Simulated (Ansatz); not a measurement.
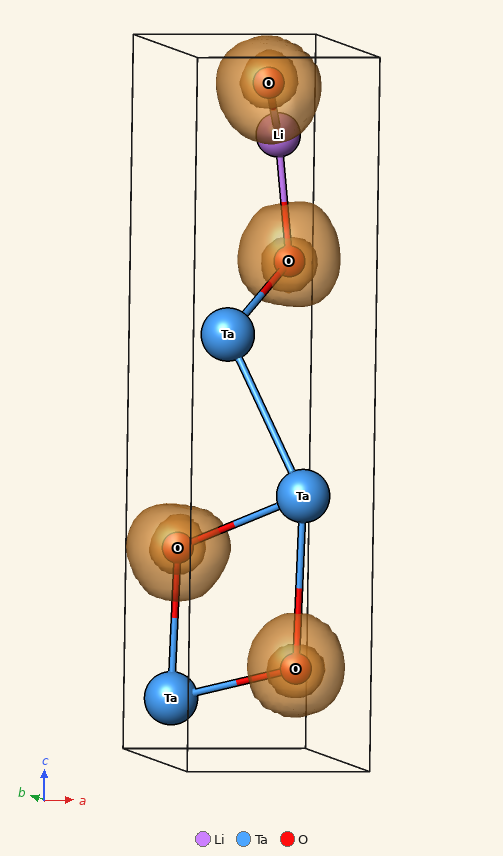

*LiTa$_{3}$O$_{4}$. Isosurface of the electron localisation function at 0.75 (orange), seen slightly off an axis. Core shells and regions of very low density are left out. Sticks mark near contacts.*

Space group P1; a structure from a database of computed crystals, not necessarily the ambient phase; a generated structure, not necessarily the stable one.

Theory: DFT PBE, spin-orbit coupling, plane waves, PAW in Ansatz.

In a PAW calculation such maps are meaningful between the atoms, not at the nuclei.

> What do the ELF domains correspond to?

The ELF exceeds this value in four regions wrapped around O (the valence shell of each), counted in one cell of 8 atoms. Any copies at cell faces, edges or corners count once.

Values along the shortest contacts:
Li–O (1.89 Å): the ELF peaks at about 0.85 in the valence shell of O, 0.6 Å from its nucleus, and is about 0.55 at the midpoint. Ta–O (2.07 Å): the ELF peaks at about 0.80 in the valence shell of O, 0.6 Å from its nucleus, and drops to about 0.20 between the two atoms (no shared electron pair shows on this line).
